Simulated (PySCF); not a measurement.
**C₃H₁₀Si₂ (SMILES [SiH3]C[SiH]1CC1): density, localisation and related maps**

Input

```
{"job": {"kind": "nmr", "xc": "PBE0", "basis": "pcSseg-1"}, "charge": 0, "multiplicity": 1}
Si    -2.307007    -0.612909     0.871063
C     -1.210301     0.320564    -0.368746
Si     0.513867    -0.418162    -0.623694
C      1.926824     0.119903     0.496027
C      1.976432     0.732295    -0.917577
H     -2.486827    -1.992768     0.413967
H     -3.619505     0.036523     0.953135
H     -1.676536    -0.610596     2.191269
H     -1.103517     1.355145    -0.043574
H     -1.719976     0.354785    -1.331651
H      0.570090    -1.754563    -1.200512
H      1.755506     0.817962     1.303757
H      2.730236    -0.561840     0.735101
H      2.808555     0.418231    -1.531099
H      1.837749     1.803419    -0.969380
```

Launched as:

```sh
OMP_NUM_THREADS=1 python probes_run.py task.json out
```

Geometry: GFN2-xTB.

All numbers below come from PySCF 2.14.0, PBE0/pcSseg-1, SCF density, gas phase, non-relativistic.

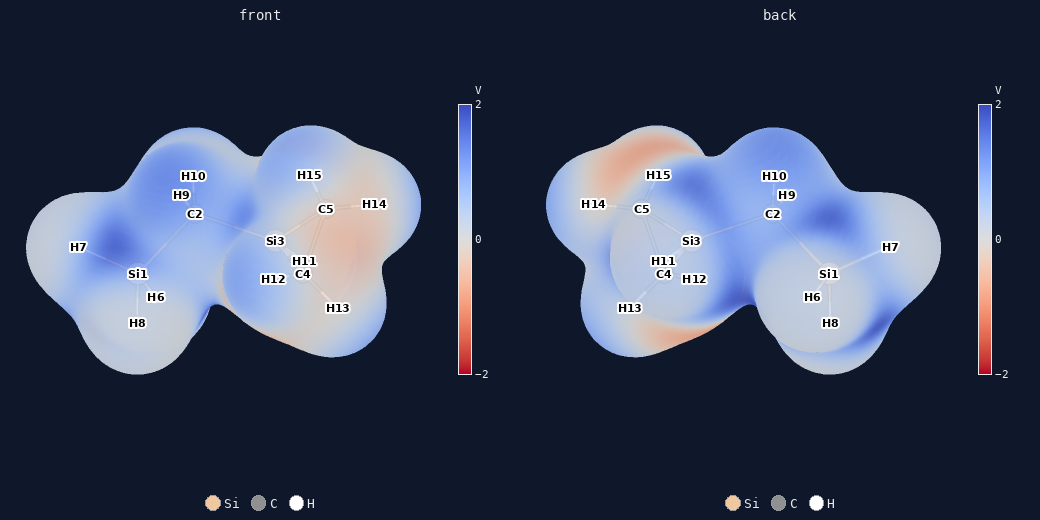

Figure 1. The molecular electrostatic potential painted on the density surface at 0.004 e/bohr³, seen from the front and from behind; the colour scale runs from red (negative) to blue (positive).

Where is the surface potential most negative and most positive?

Answer. The most negative region (about −0.7 V, or −16 kcal/mol for a unit charge) lies over C4 and C5, the most positive (about +1.8 V, or +42 kcal/mol for a unit charge) over Si1 and Si3.

What dipole moment does the calculation give?

Answer. Its dipole moment is 0.64 D.

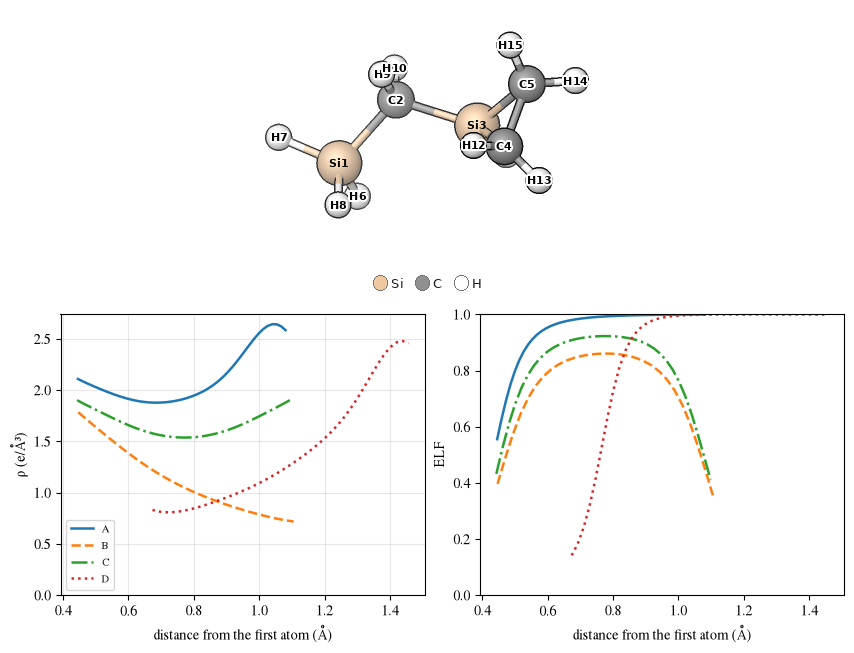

Figure 2. Electron density and ELF along straight lines between neighbouring atoms. The curves leave out the atomic cores. The structure is drawn too.

Which curve belongs to which contact (C–C, C–H, C–Si and Si–H)? The first atom named is at distance zero.

Answer. Curve A: C–H (1.08 Å): the density is about 2 e/Å³ at the midpoint; the ELF climbs to about 1 towards the hydrogen, as it does in any bond to H; a covalent bond by its length. Curve B: C–Si (1.88 Å): the density is about 0.84 e/Å³ at the midpoint; the ELF peaks at about 0.85 between the atoms; localised, covalent bonding. Curve C: C–C (1.54 Å): ρ at the midpoint is about 1.5 e/Å³; the ELF peaks at about 0.90 between the atoms, as expected for a shared electron pair. Curve D: Si–H (1.46 Å): ρ is about 0.81 e/Å³ halfway; the ELF climbs to about 1 towards the hydrogen.
